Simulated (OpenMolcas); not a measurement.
# Ta⁴⁺ among point charges: CASSCF and CASPT2 levels and susceptibility

Aim: the splitting of the states of Ta⁴⁺ in the field of 6 point charges, its lowest levels with spin-orbit coupling and its magnetic susceptibility.

Method: state-averaged CASSCF and CASPT2, spin-orbit coupling by RASSI with atomic mean-field integrals. Code: OpenMolcas 26.06.

## 1. What is computed

| Property | Result |
| --- | --- |
| Species | Ta⁴⁺ (tantalum, Z = 73, 69 electrons) |
| Basis | ANO-RCC-VDZP [7s6p4d2f1g], 68 functions |
| Scalar Hamiltonian | DKH2, point nucleus |
| Inactive shells | 1s 2s 2p 3s 3p 3d 4s 4p 4d 4f 5s 5p |
| Active space | 1 electron in 5 orbitals (5d) |
| Some configurations of this space | 5d |
| Orbitals | optimised for each spin and parity, averaged over all roots |

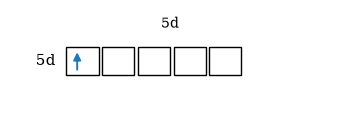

Occupation of the outer shells (arrows by Hund's rule).

The ion sits among 6 point charges of -1.36 e arranged as an octahedron (Oh), 1.98 Å from the ion.

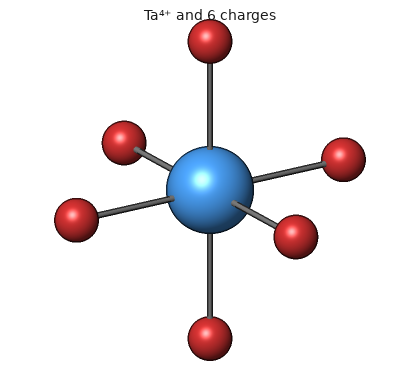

The ion and the point charges (red).

The work runs as a chain of OpenMolcas steps in one folder; each step below is one input file. Labels, J, g values, rates, χT and fits are worked out afterwards by a script from the matrices that RASSI stores. The input lists half of the charges; inversion (Group=XYZ) makes the rest.

## 2. One- and two-electron integrals

a.inp reads:

```
&GATEWAY
Coord
1

Ta 0.0 0.0 0.0
Basis=ANO-RCC-VDZP
Group=XYZ
NoMove
AngMom=0.0 0.0 0.0
AMFI
XField
3 Angstrom 0
1.980000 0.000000 0.000000 -1.360000
0.000000 1.980000 0.000000 -1.360000
0.000000 0.000000 1.980000 -1.360000
&SEWARD
```

On the command line:

```
$ OMP_NUM_THREADS=1 MOLCAS_MEM=1689 MOLCAS_PROJECT=a pymolcas a.inp > a.log
```

## 3. Reference wave functions, doublets of even parity, 5 roots

a.inp reads:

```
&RASSCF
FileOrb=start.orb
Symmetry=1
Spin=2
nActEl=1 0 0
Inactive=15 19
Ras2=5 0
CIRoot=5 5 1
SDav=5
CIMx=300
Iter=120 100
PrWF=0.3
OrbListing=Nothing
MaxOrb=0
>>> COPY $Project.JobIph JOB001
```

start.orb holds the contracted functions of the basis, ordered by shell, or the orbitals of the step before.

## 4. RASSI: spin-orbit coupling between the states

a.inp reads:

```
&RASSI
NrOfJobIphs=1 5
1 2 3 4 5
IphNames
JOB001
EJob
SpinOrbit
DIPRint=1.0
SOCoupling=1000.0
Subsets=2
Property=9
'ANGMOM' 1 'ANGMOM' 2 'ANGMOM' 3 'MLTPL  1' 1 'MLTPL  1' 2 'MLTPL  1' 3
'AMFI' 1 'AMFI' 2 'AMFI' 3
SOProperty=3
'ANGMOM' 1 'ANGMOM' 2 'ANGMOM' 3
```

## 5. CASPT2: IPEA 0.25, imaginary shift 0.1 (closed shells correlated: 4f 5s 5p)

a.inp reads:

```
>>> COPY JOB001 $Project.JobIph
&CASPT2
Multistate=5 1 2 3 4 5
NoMult
Frozen=14 9
IPEA=0.25
Imaginary=0.1
MaxIter=60
WThr=0.0 0.3 0.05
PrWF=0.5
NoMix
```

(Steps that only read results are left out.)

**Question.** What will these runs give? Wanted: spin-free ground state; first state of the same spin within the active space; lowest level; next level.

**Answer**, as computed:

```
                                            quantity                                                                           value
                                              method  SS-CASPT2, IPEA 0.25, imaginary shift 0.1 (closed shells correlated: 4f 5s 5p)
                              spin-free ground state                                                 2T2, 3-fold in its orbital part
first state of the same spin within the active space                                                                2E at 14500 cm⁻¹
                                        lowest level                                                                       4-fold Γ8
                                          next level                                                                     4970.4 cm⁻¹
                                         χT at 300 K                                                                  0.11 cm³ K/mol
                           effective moment at 300 K                                                                         0.92 μB
```

Cost by method:

```csv
method,time of its own steps,time with the reference
A. CASSCF,1.7 s,1.7 s
"B. SS-CASPT2, IPEA 0.25, imaginary shift 0.1, +4f 5s 5p",0.77 s,2.4 s
```

Times are of one thread on a shared host.

What this shows: The spin-free ground state (2T2) comes to 100 % from free-ion D terms and keeps the highest spin of the shell. χT at 300 K is 0.11, against 0.38 cm³ K/mol for the spin alone, so orbital moment lowers it. A ligand-field fit to the states below 45000 cm-1 gives 10Dq = 14516 cm-1, the gap between the two states. CASPT2 does not keep the components of a term degenerate, and the means are used. The field of point charges can differ much from that of real complexes. This is an electrostatic model: the charges have no orbitals.
